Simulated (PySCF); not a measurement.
CuH6PSi (charge −1, doublet)

Input

```
{"job": {"kind": "sp", "xc": "B3LYP", "basis": "ma-def2-SVP", "d3": "d3bj", "grid": 2}, "charge": -1, "multiplicity": 2}
Cu     0.072186    -0.062024     0.077248
P     -0.287854     0.267538     2.283344
H      0.446463    -0.674305     3.077661
H     -1.625574    -0.489336     2.631890
H      0.683005     1.417397     2.754297
Si     0.173466    -0.099643    -2.204809
H      1.504719     0.278022    -2.867325
H     -0.780188     0.827344    -2.971076
H     -0.117282    -1.428458    -2.914107
```

Command:

```sh
OMP_NUM_THREADS=1 python redox_run.py task.json out
```

Geometry: BP86-D3(BJ)/ma-def2-SVP.

Computed with PySCF 2.14.0, density-fitted response routines, DFT single point, gas phase, functional B3LYP.

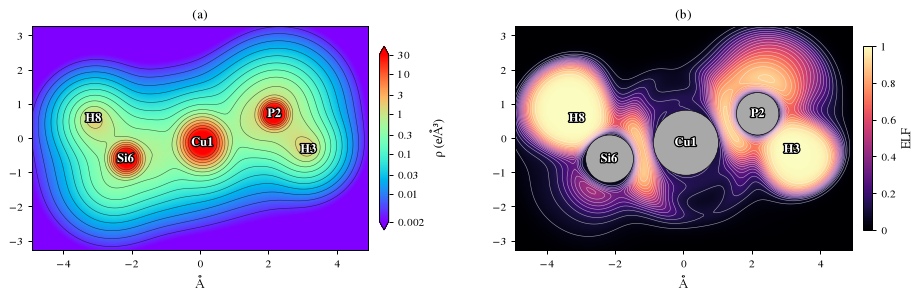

Figure 1. (a) electron density; (b) electron localisation function on the plane of atoms P2, Cu1 and Si6. Grey discs cover the atomic cores in the ELF map.

What do the fields say about this system?

- Atoms in the plane: Cu, P, H and Si.
- Cu–P (2.26 Å): ρ at the midpoint is about 0.57 e/Å³; the ELF peaks at about 0.90 between the atoms.
- Cu–Si (2.28 Å): the density is about 0.53 e/Å³ at the midpoint; the ELF peaks at about 0.90 between the atoms.
- P–H (1.43 Å): ρ at the midpoint is about 1 e/Å³; the ELF climbs to about 1 towards the hydrogen, as it does in any bond to H.
- Si–H (1.53 Å): ρ at the midpoint is about 0.68 e/Å³; the ELF climbs to about 1 towards the hydrogen.

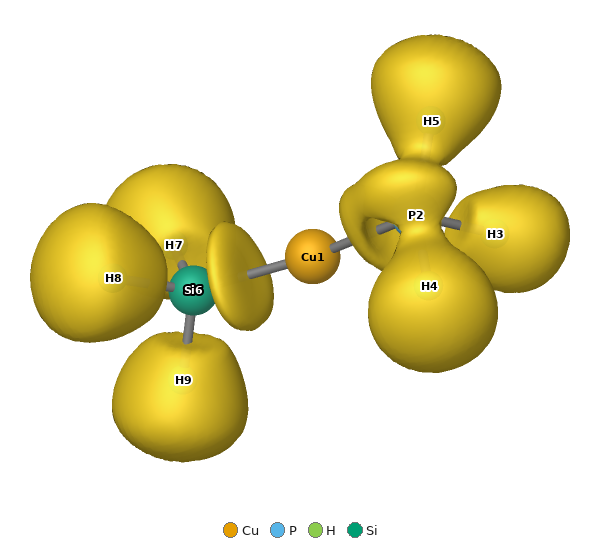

Figure 2. Isosurface of the electron localisation function at 0.8 (yellow), seen at a tilt. Core shells and regions of very low density are left out.

Where are the electrons localised?

At this value the surface marks out one region between bonded Cu–Si atoms (shared pairs), four regions around hydrogen nuclei and one joined region spread over several atoms (H, P), in which their bonds and any lone pairs are merged.
